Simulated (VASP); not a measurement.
## H on Cu(111): binding against coverage

How do binding and work function change as H crowds Cu(111)?

Program: VASP 6.6.1. Level of theory: PBE; plane waves and PAW (Cu), in the first sound run; inputs show where later runs differ. Results are calculated unless marked as measured.

## Step 1: The starting structure

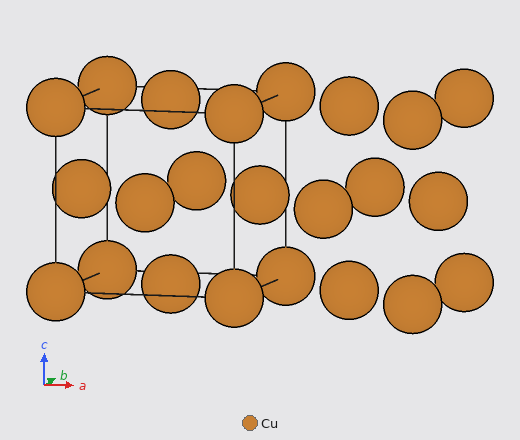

The cell as given, slightly off an axis (copper orange). 2×1×1 cells are drawn. This picture shows the conventional cell, with its axes. Some periodic images of atoms are drawn too.

Structure file:

```xyz
1
Lattice="0.0000 1.8142 1.8142 1.8142 0.0000 1.8142 1.8142 1.8142 0.0000" Properties=species:S:1:pos:R:3 pbc="T T T"
Cu    0.0000    0.0000    0.0000
```

## Step 2: The bulk reference

The surface energy counts from the bulk crystal, run with the slab's cutoff and functional on a dense mesh.

Input file INCAR:

```
SYSTEM = Cu
PREC = Normal
ENCUT = 330
EDIFF = 1E-06
NELM = 120
ISMEAR = 1
SIGMA = 0.15
LREAL = .FALSE.
ALGO = Fast
GGA = PE
NBANDS = 11
LASPH = .TRUE.
LORBIT = 11
LWAVE = .FALSE.
LCHARG = .FALSE.
KPAR = 8
```

Input file POSCAR:

```
Cu
1.0
    0.0000000000      1.8141710674      1.8141710674
    1.8141710674      0.0000000000      1.8141710674
    1.8141710674      1.8141710674      0.0000000000
Cu
1
Direct
    0.0000000000      0.0000000000      0.0000000000
```

Input file KPOINTS:

```
Automatic mesh
0
Gamma
22 22 22
0 0 0
```

Potentials, in the order of the species: Cu (PBE family, release 64).

Command:

```
mpirun -np 8 vasp_std
```

Log:

```text
[banner, memory and clock lines left out]
running    8 mpi-ranks, on    1 nodes
 distrk:  each k-point on    1 cores,    8 groups
 distr:  one band on    1 cores,    1 groups

 POSCAR found type information on POSCAR Cu
 POSCAR found :  1 types and       1 ions
|                                                                             |
|           W    W    AA    RRRRR   N    N  II  N    N   GGGG   !!!           |
|           W    W   A  A   R    R  NN   N  II  NN   N  G    G  !!!           |
|           W    W  A    A  R    R  N N  N  II  N N  N  G       !!!           |
|           W WW W  AAAAAA  RRRRR   N  N N  II  N  N N  G  GGG   !            |
|           WW  WW  A    A  R   R   N   NN  II  N   NN  G    G                |
|           W    W  A    A  R    R  N    N  II  N    N   GGGG   !!!           |
|                                                                             |
|     For optimal performance we recommend to set                             |
|       NCORE = 2 up to number-of-cores-per-socket                            |
|     NCORE specifies how many cores store one orbital (NPAR=cpu/NCORE).      |
|     This setting can greatly improve the performance of VASP for DFT.       |
|     The default, NCORE=1 might be grossly inefficient on modern             |
|     multi-core architectures or massively parallel machines. Do your        |
|     Unfortunately you need to use the default for GW and RPA                |
|     calculations (for HF NCORE is supported but not extensively tested      |
|     yet).                                                                   |
|                                                                             |

 LDA part: xc-table for (Slater+PW92), standard interpolation
 POSCAR, INCAR and KPOINTS ok, starting setup
 FFT: planning ... GRIDC
 FFT: planning ... GRID_SOFT
 FFT: planning ... GRID
 WAVECAR not read
 entering main loop
       N       E                     dE             d eps       ncg     rms          rms(c)
DAV:   1     0.322640366263E+02    0.32264E+02   -0.42131E+03  7908   0.121E+03
DAV:   2    -0.395302929962E+01   -0.36217E+02   -0.33526E+02  7377   0.168E+02
DAV:   3    -0.462434189614E+01   -0.67131E+00   -0.66929E+00  8255   0.291E+01
DAV:   4    -0.462831966673E+01   -0.39778E-02   -0.39774E-02  8021   0.193E+00
DAV:   5    -0.462836081064E+01   -0.41144E-04   -0.41143E-04  8193   0.202E-01    0.763E+00
RMM:   6    -0.409038887645E+01    0.53797E+00   -0.38015E+00  8844   0.382E+01    0.443E+00
RMM:   7    -0.374815744889E+01    0.34223E+00   -0.61348E-01  8776   0.151E+01    0.999E-01
RMM:   8    -0.373728561107E+01    0.10872E-01   -0.13854E-02  8967   0.124E+00    0.288E-01
RMM:   9    -0.373582381888E+01    0.14618E-02   -0.36716E-03  9190   0.120E+00    0.227E-02
RMM:  10    -0.373588344819E+01   -0.59629E-04   -0.49523E-04  9244   0.280E-01    0.127E-02
RMM:  11    -0.373589073784E+01   -0.72897E-05   -0.66156E-05  9540   0.115E-01    0.160E-02
RMM:  12    -0.373589100302E+01   -0.26517E-06   -0.20154E-05  9567   0.650E-02    0.395E-03
RMM:  13    -0.373589154976E+01   -0.54675E-06   -0.43904E-06  7107   0.209E-02
   1 F= -.37358915E+01 E0= -.37359547E+01  d E =0.189543E-03
```

It took 5.4 s on 8 MPI ranks of AMD EPYC 7R13 (Zen 3), shared host; peak memory 0.73 GiB.

The logs omit lines about the potential files and the build; timing stands in the text.

OUTCAR, selected parts (step 2):

```text
ion  position               nearest neighbor table
   1  0.000  0.000  0.000-

  LATTYP: Found a face centered cubic cell.
 ALAT       =     3.6283421348

 Subroutine GETGRP returns: Found 48 space group operations
 (whereof 48 operations were pure point group operations)

The static configuration has the point symmetry O_h .

 Found    328 irreducible k-points:

   k-points           NKPTS =    328   k-points in BZ     NKDIM =    328   number of bands    NBANDS=     11

   dimension x,y,z NGX =    12 NGY =   12 NGZ =   12
   dimension x,y,z NGXF=    24 NGYF=   24 NGZF=   24

   ENCUT  =  330.0 eV  24.25 Ry    4.92 a.u.   3.80  3.80  3.80*2*pi/ulx,y,z

   NELECT =      11.0000    total number of electrons

 k-points in reciprocal lattice and weights: Automatic mesh
   0.00000000  0.00000000  0.00000000       0.000
   0.04545455  0.00000000  0.00000000       0.001
   0.09090909  0.00000000  0.00000000       0.001
   0.13636364  0.00000000  0.00000000       0.001
   0.18181818  0.00000000  0.00000000       0.001
   0.22727273  0.00000000  0.00000000       0.001
   0.27272727  0.00000000  0.00000000       0.001
   0.31818182  0.00000000  0.00000000       0.001
   0.36363636  0.00000000  0.00000000       0.001
[...]
-0.27272727  0.45454545  0.22727273       0.002
  -0.27272727  0.50000000  0.22727273       0.001

 average (electrostatic) potential at core
       1 -63.8057

 E-fermi :   7.4371

 k-point     1 :       0.0000    0.0000    0.0000
  band No.  band energies     occupation
    ...
      2       4.4618      2.00000
      3       4.4618      2.00000
      4       4.4618      2.00000
      5       5.2699      2.00000
      6       5.2699      2.00000
      7      29.9559      0.00000
      8      32.5094      0.00000
      9      32.5094      0.00000
     10      32.5094      0.00000
     11      34.9948      0.00000

 k-point     2 :       0.0455    0.0000    0.0000
  band No.  band energies     occupation
    ...
      2       4.4459      2.00000
      3       4.4760      2.00000
      4       4.4760      2.00000
      5       5.2641      2.00000
      6       5.2641      2.00000
      7      29.5571      0.00000
      8      31.4156      0.00000
      9      32.2506      0.00000
     10      32.2507      0.00000
     11      35.3613      0.00000

 k-point     3 :       0.0909    0.0000    0.0000
  band No.  band energies     occupation
    ...
      2       4.4012      2.00000
      3       4.5150      2.00000
      4       4.5150      2.00000
      5       5.2504      2.00000
      6       5.2504      2.00000
      7      27.8469      0.00000
      8      30.7294      0.00000
      9      31.7247      0.00000
     10      31.7248      0.00000
     11      36.1919      0.00000

  Total        0.0706079      0.0706079      0.0706079     -0.0000000     -0.0000000     -0.0000000
  in kB        9.4732513      9.4732513      9.4732513     -0.0000000     -0.0000000     -0.0000000
  external PRESSURE =       9.4732513 kB  Pullay stress =       0.0000000 kB

  energy-cutoff  :      330.00
  volume of cell :       11.94
      direct lattice vectors                 reciprocal lattice vectors
     0.000000000  1.814171067  1.814171067    -0.275607967  0.275607967  0.275607967
     1.814171067  0.000000000  1.814171067     0.275607967 -0.275607967  0.275607967
     1.814171067  1.814171067  0.000000000     0.275607967  0.275607967 -0.275607967

 POSITION                                       TOTAL-FORCE (eV/Angst)
 -----------------------------------------------------------------------------------
      0.00000      0.00000      0.00000        -0.000000      0.000000      0.000000
 -----------------------------------------------------------------------------------
    total drift:                               -0.000000     -0.000000     -0.000000

  FREE ENERGIE OF THE ION-ELECTRON SYSTEM (eV)
  ---------------------------------------------------
  free  energy   TOTEN  =        -3.7358915498 eV

  energy  without entropy=       -3.7360810929  energy(sigma->0) =       -3.73595473

 total charge
# of ion       s       p       d       tot
------------------------------------------
    1        0.444   0.374   9.169   9.987

[... 3 further parts left out ...]
```

This run has no spin polarisation. Its electron count is odd, so without a moment it is a metal by construction.

This step gave:

* electronic cycles: 13
* electrons: 11
* free energy (TOTEN): -3.736 eV
* energy at zero smearing: -3.736 eV
* Fermi energy: 7.437 eV
* metallic: yes

Energy at zero smearing: -3.73595 eV.

## Step 3: Relaxing the atoms

This step: PBE; plane waves and PAW (H) (VASP 6.6.1).

System of this step: H2. The cell holds 2 atoms: 2 H. Its edges and angles: a = 11.000 Å, b = 11.500 Å, c = 13.000 Å, α = 90.0°, β = 90.0°, γ = 90.0°. Vacuum lies along a, b and c.

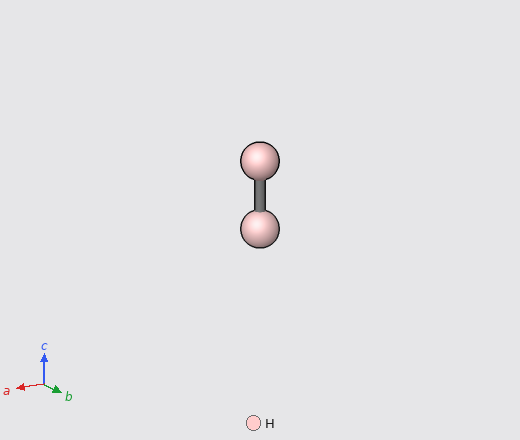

The cell of this step (hydrogen pink).

The reference for H is the H2 molecule, relaxed in a box at the cutoff of the large cell.

Input file INCAR:

```
SYSTEM = H
PREC = Normal
ENCUT = 330
EDIFF = 1E-05
NELM = 120
ISMEAR = 0
SIGMA = 0.01
LREAL = .FALSE.
ALGO = Fast
GGA = PE
NBANDS = 7
LORBIT = 11
LWAVE = .FALSE.
LCHARG = .FALSE.
NCORE = 8
IBRION = 2
NSW = 20
ISIF = 2
EDIFFG = -0.03
POTIM = 0.4
MAXMIX = 40
ISYM = 0
```

Input file POSCAR:

```
H
1.0
   11.0000000000      0.0000000000      0.0000000000
    0.0000000000     11.5000000000      0.0000000000
    0.0000000000      0.0000000000     13.0000000000
H
2
Direct
    0.5000000000      0.5000000000      0.4715384600
    0.5000000000      0.5000000000      0.5284615400
```

Input file KPOINTS:

```
Automatic mesh
0
Gamma
1 1 1
0 0 0
```

The projector-augmented-wave data sets are H (PBE family, release 64).

Command:

```
mpirun -np 8 vasp_gam
```

Log:

```text
[banner, memory and clock lines left out]
running    8 mpi-ranks, on    1 nodes
 distrk:  each k-point on    8 cores,    1 groups
 distr:  one band on    8 cores,    1 groups

 POSCAR found type information on POSCAR H
 POSCAR found :  1 types and       2 ions
 [... a notice as in an earlier step ...]

 LDA part: xc-table for (Slater+PW92), standard interpolation
 POSCAR, INCAR and KPOINTS ok, starting setup
 FFT: planning ... GRIDC
 FFT: planning ... GRID_SOFT
 FFT: planning ... GRID
 WAVECAR not read
 entering main loop
       N       E                     dE             d eps       ncg     rms          rms(c)
DAV:   1     0.510898705432E+01    0.51090E+01   -0.40906E+02    14   0.104E+02
DAV:   2    -0.701137948464E+01   -0.12120E+02   -0.12120E+02    21   0.293E+01
DAV:   3    -0.742670484338E+01   -0.41533E+00   -0.41533E+00    21   0.102E+01
DAV:   4    -0.742711853558E+01   -0.41369E-03   -0.41369E-03    14   0.424E-01
DAV:   5    -0.742712022263E+01   -0.16870E-05   -0.16870E-05    14   0.280E-02    0.454E+00
RMM:   6    -0.697713300492E+01    0.44999E+00   -0.15610E-01    14   0.144E+00    0.253E+00
RMM:   7    -0.672972233279E+01    0.24741E+00   -0.47208E-01    14   0.264E+00    0.346E-01
RMM:   8    -0.673745620320E+01   -0.77339E-02   -0.15538E-02    14   0.597E-01    0.364E-01
RMM:   9    -0.673054843652E+01    0.69078E-02   -0.78749E-03    14   0.381E-01    0.729E-02
RMM:  10    -0.673401103704E+01   -0.34626E-02   -0.41195E-03    14   0.255E-01    0.642E-02
RMM:  11    -0.673426253846E+01   -0.25150E-03   -0.28686E-04    14   0.859E-02    0.482E-02
RMM:  12    -0.673577532228E+01   -0.15128E-02   -0.56764E-04    14   0.847E-02    0.301E-02
RMM:  13    -0.673589670587E+01   -0.12138E-03   -0.19602E-05    14   0.180E-02    0.840E-03
RMM:  14    -0.673614019512E+01   -0.24349E-03   -0.31199E-05    14   0.205E-02    0.103E-02
RMM:  15    -0.673615540305E+01   -0.15208E-04   -0.35168E-06    13   0.681E-03    0.817E-04
RMM:  16    -0.673620013522E+01   -0.44732E-04   -0.19829E-06    13   0.530E-03    0.297E-03
RMM:  17    -0.673620317014E+01   -0.30349E-05   -0.21185E-07    13   0.178E-03
   1 F= -.67362032E+01 E0= -.67362032E+01  d E =-.673620E+01
 curvature:   0.00 expect dE= 0.000E+00 dE for cont linesearch  0.000E+00
 trial: gam= 0.00000 g(F)=  0.116E-01 g(S)=  0.000E+00 ort = 0.000E+00 (trialstep = 0.100E+01)
 search vector abs. value=  0.116E-01
 bond charge predicted
       N       E                     dE             d eps       ncg     rms          rms(c)
DAV:   1    -0.673395937098E+01    0.22408E-02   -0.26523E-01    14   0.275E+00    0.249E-01
RMM:   2    -0.673297717953E+01    0.98219E-03   -0.69384E-04    14   0.150E-01    0.161E-01
RMM:   3    -0.673264096276E+01    0.33622E-03   -0.22932E-03    14   0.169E-01    0.770E-03
RMM:   4    -0.673267743975E+01   -0.36477E-04   -0.11985E-04    14   0.546E-02    0.168E-03
RMM:   5    -0.673269586541E+01   -0.18426E-04   -0.14038E-05    14   0.194E-02    0.196E-03
RMM:   6    -0.673270537099E+01   -0.95056E-05   -0.24662E-06    13   0.729E-03
   2 F= -.67327054E+01 E0= -.67327054E+01  d E =0.349780E-02
 trial-energy change:    0.003498  1 .order    0.003003   -0.011569    0.017575
 step:   0.3731(harm=  0.3970)  dis= 0.00558  next Energy=    -6.738336 (dE=-0.213E-02)
 bond charge predicted
       N       E                     dE             d eps       ncg     rms          rms(c)
DAV:   1    -0.673882767137E+01   -0.61318E-02   -0.10320E-01    14   0.170E+00    0.155E-01
RMM:   2    -0.673833513724E+01    0.49253E-03   -0.13882E-03    14   0.141E-01    0.445E-03
RMM:   3    -0.673834680713E+01   -0.11670E-04   -0.54270E-05    14   0.353E-02    0.202E-03
RMM:   4    -0.673834739919E+01   -0.59205E-06   -0.49908E-06    13   0.113E-02
   3 F= -.67383474E+01 E0= -.67383474E+01  d E =-.214423E-02
 curvature:  -0.20 expect dE=-0.846E-08 dE for cont linesearch -0.846E-08
 trial: gam= 0.00000 g(F)=  0.427E-07 g(S)=  0.000E+00 ort =-0.222E-04 (trialstep = 0.875E+00)
 search vector abs. value=  0.428E-07
 reached required accuracy - stopping structural energy minimisation
```

The job ended after 5.6 s (8 MPI ranks; peak memory 0.99 GiB).

OUTCAR, selected parts (step 3):

```text
 Found      1 irreducible k-points:

   k-points           NKPTS =      1   k-points in BZ     NKDIM =      1   number of bands    NBANDS=      7

   dimension x,y,z NGX =    50 NGY =   54 NGZ =   60
   dimension x,y,z NGXF=   100 NGYF=  108 NGZF=  120

   ENCUT  =  330.0 eV  24.25 Ry    4.92 a.u.  16.29 17.03 19.26*2*pi/ulx,y,z

   NELECT =       2.0000    total number of electrons

 E-fermi : -10.2306

 k-point     1 :       0.0000    0.0000    0.0000
  band No.  band energies     occupation
      1     -10.2976      2.00000
      2      -0.1348      0.00000
      3       0.2249      0.00000
      4       0.7703      0.00000
      5       0.7727      0.00000
      6       0.8424      0.00000
    ...

  Total       -0.2461400     -0.2549400     -0.2932015      0.0000000      0.0000000      0.0000000
  in kB       -0.2398053     -0.2483789     -0.2856557      0.0000000      0.0000000      0.0000000
  external PRESSURE =      -0.2579467 kB  Pullay stress =       0.0000000 kB

  energy-cutoff  :      330.00
  volume of cell :     1644.50
      direct lattice vectors                 reciprocal lattice vectors
    11.000000000  0.000000000  0.000000000     0.090909091  0.000000000  0.000000000
     0.000000000 11.500000000  0.000000000     0.000000000  0.086956522  0.000000000
     0.000000000  0.000000000 13.000000000     0.000000000  0.000000000  0.076923077

 POSITION                                       TOTAL-FORCE (eV/Angst)
 -----------------------------------------------------------------------------------
      5.50000      5.75000      6.12442         0.000000     -0.000000      0.000744
      5.50000      5.75000      6.87558        -0.000000      0.000000     -0.000744
 -----------------------------------------------------------------------------------
    total drift:                                0.000000     -0.000000      0.000002

  FREE ENERGIE OF THE ION-ELECTRON SYSTEM (eV)
  ---------------------------------------------------
  free  energy   TOTEN  =        -6.7383473992 eV

  energy  without entropy=       -6.7383473992  energy(sigma->0) =       -6.73834740

 reached required accuracy - stopping structural energy minimisation

 total charge
# of ion       s       p       d       tot
------------------------------------------
    1        0.611   0.027   0.000   0.638
    2        0.611   0.027   0.000   0.638
--------------------------------------------------
tot          1.223   0.054   0.000   1.276

[... 3 further parts left out ...]
```

CONTCAR:

```
H
   1.00000000000000
    11.0000000000000000    0.0000000000000000    0.0000000000000000
     0.0000000000000000   11.5000000000000000    0.0000000000000000
     0.0000000000000000    0.0000000000000000   13.0000000000000000
  H
     2
Direct
     0.5000000000019612    0.4999999999996274    0.4711096022857802
     0.4999999999980388    0.5000000000003727    0.5288903977142196
```

The steps of the relaxation:

```csv
step,energy less that of the first step (eV),largest force (eV/Å)
1,0.0000,0.3871
2,0.0035,0.5881
3,-0.0021,0.0007
```

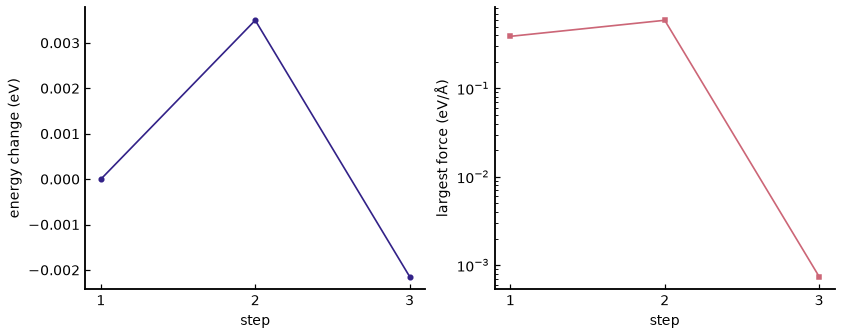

Energy and largest force along the relaxation.

The relaxed structure:

```
H
1.0
    11.00000    0.00000    0.00000
     0.00000   11.50000    0.00000
     0.00000    0.00000   13.00000
H
2
Direct
  0.50000 0.50000 0.47111
  0.50000 0.50000 0.52889
```

This step gave:

- electronic cycles: 27
- electrons: 2
- free energy (TOTEN): -6.738 eV
- gap between the highest filled and lowest empty level: 10.16 eV

The run ended after 3 ionic steps, 0.002 eV below its first step, once the forces on the free atoms met EDIFFG = -0.03.

Energy at zero smearing: -6.73835 eV.

[end of part 1 of 9]

[Lines on the potential files, build, host, timing and source positions are cut from VASP's logs without a mark.]

[Logs are printed without paths, hosts, clocks, repeated set-up lines and the standing remarks that a program may print on its own settings, such as how far it seeks lower states.]

[Hosts, paths, dates, database ids (printed as entryN), source tags and the programs' standing remarks are cut or masked in the printed files.]

[Runs that stopped without an error message from VASP are left out.]

[In band tables of VASP the shares of atoms and orbitals are scaled to a sum of 1 inside the atoms' spheres.]
